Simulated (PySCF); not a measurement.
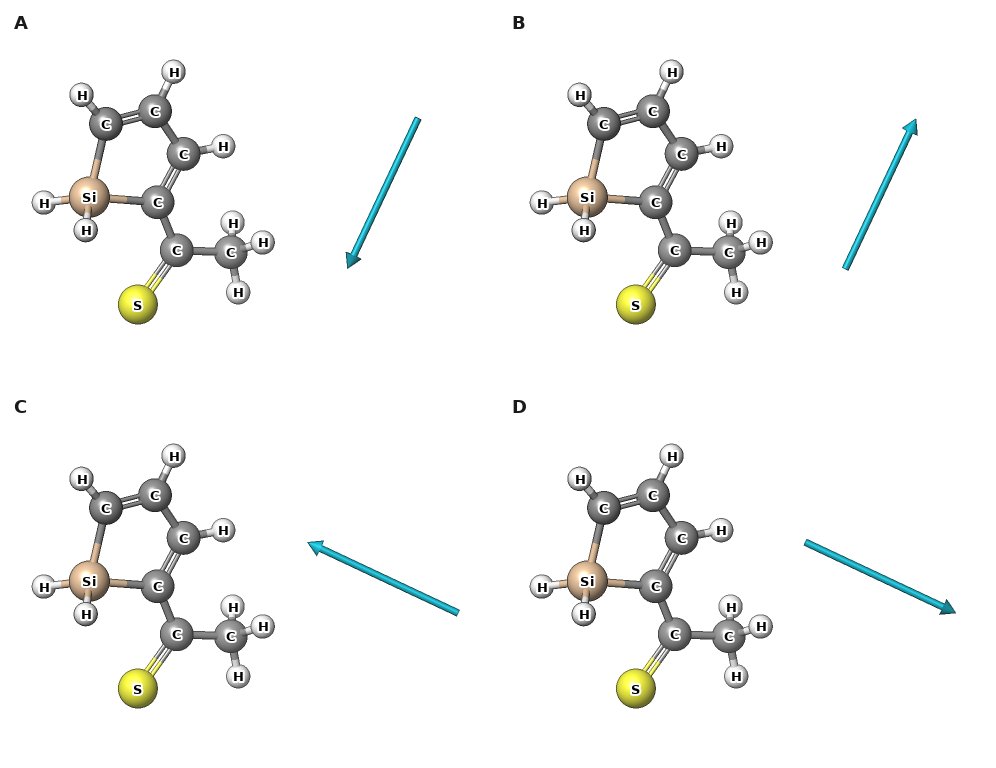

The same molecule four times, each with an arrow. Computed geometry: GFN2-xTB optimisation. No frequency run is at hand to confirm it as a minimum. Level of theory: CAM-B3LYP/def2-SVPD, gas phase (PySCF 2.14.0).

Question: Which arrow points along the dipole moment, from the negative to the positive end?

Answer: B. The dipole moment is 3.48 D.

The geometry is semi-empirical. Around Si such bond lengths and angles can be off by a tenth of an ångström or more and by several degrees, and values that hang on the shape move with them.
